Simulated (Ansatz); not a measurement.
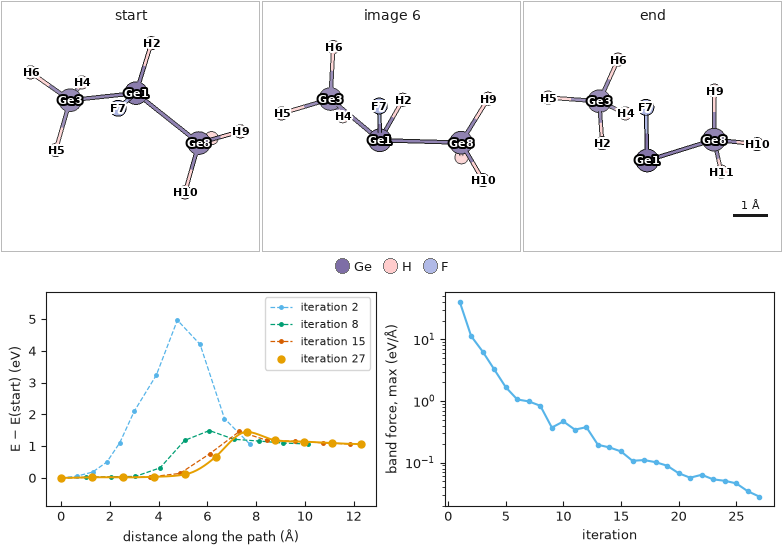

A search for the minimum-energy path of Ge₃H₇F by the nudged elastic band. Images are numbered from 0 (start) to 10 (end). The plot follows the band through its iterations. The picture is a ball-and-stick view, seen from a free direction.

All numbers below come from RKS PBE/def2-SVP (Ansatz). Set-up: 9 movable images; climbing image; force threshold 0.03 eV/Å; iteration limit 60; starting path through a guess of the saddle point.

Q: Did the band converge, and can the barrier be trusted?

A: The result is final at these settings. The band converged in 27 iterations. The largest component of the band force went from 41 to 0.028 eV/Å. The climbing image converged on the top of the path. Its vibrational analysis gives one imaginary mode (106i cm⁻¹), as a transition state must have. The first iteration put the highest image at 14.34 eV. The highest point, image 6, lies 1.45 eV above the start and 0.38 eV above the end; the end is at +1.07 eV relative to the start.

The run took 4.4 min on 4 threads of Intel(R) Xeon(R) Platinum 8488C (Sapphire Rapids), on a shared host, peak memory 0.28 GiB.
